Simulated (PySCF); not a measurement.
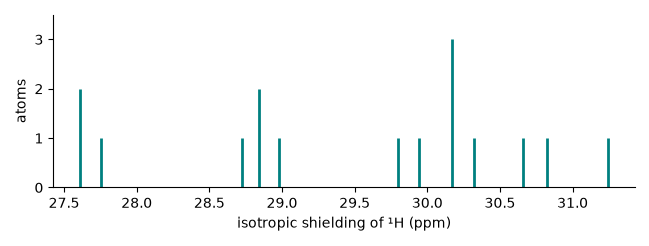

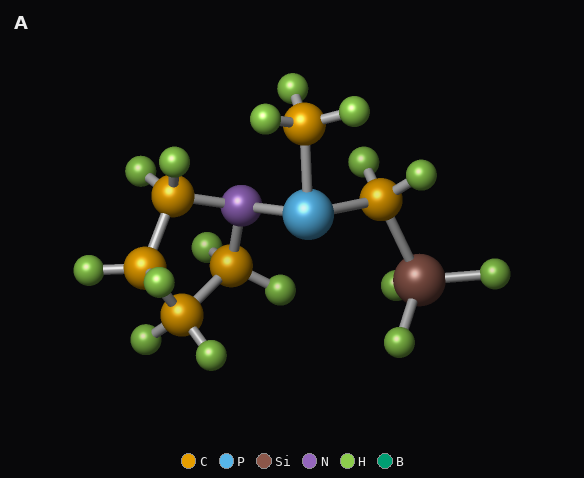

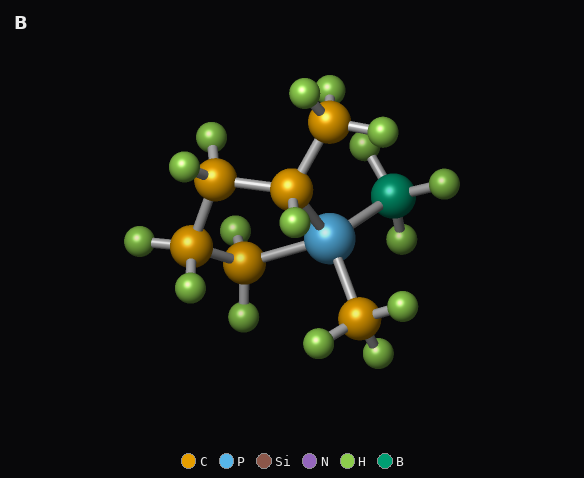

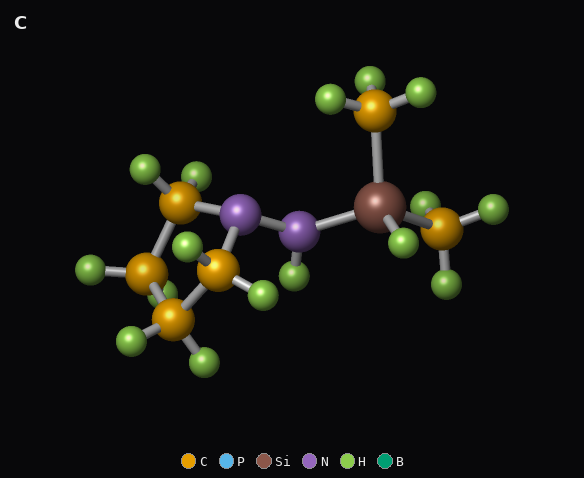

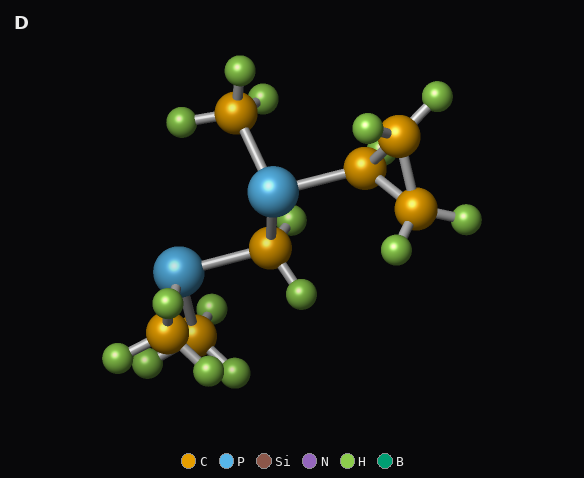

The sticks are computed shieldings of one of the molecules, for one fixed geometry (GFN2-xTB) without averaging over rotations. Low shielding means a high chemical shift. Method: GIAO PBE0/pcSseg-1 NMR shielding, non-relativistic, gas phase (PySCF 2.14.0).

**Which molecule gives this pattern?**

A, `CP(C[SiH3])N1CCCC1`. Its 16 H atoms give lines at 27.61 (2 atoms), 27.76, 28.72, 28.84 (2 atoms), 28.98, 29.80, 29.94, 30.17 (3 atoms), 30.32, 30.66, 30.82, 31.25 ppm.

The geometry is semi-empirical. Around B, P, Si such bond lengths and angles can be off by a tenth of an ångström or more and by several degrees, and values that hang on the shape move with them.
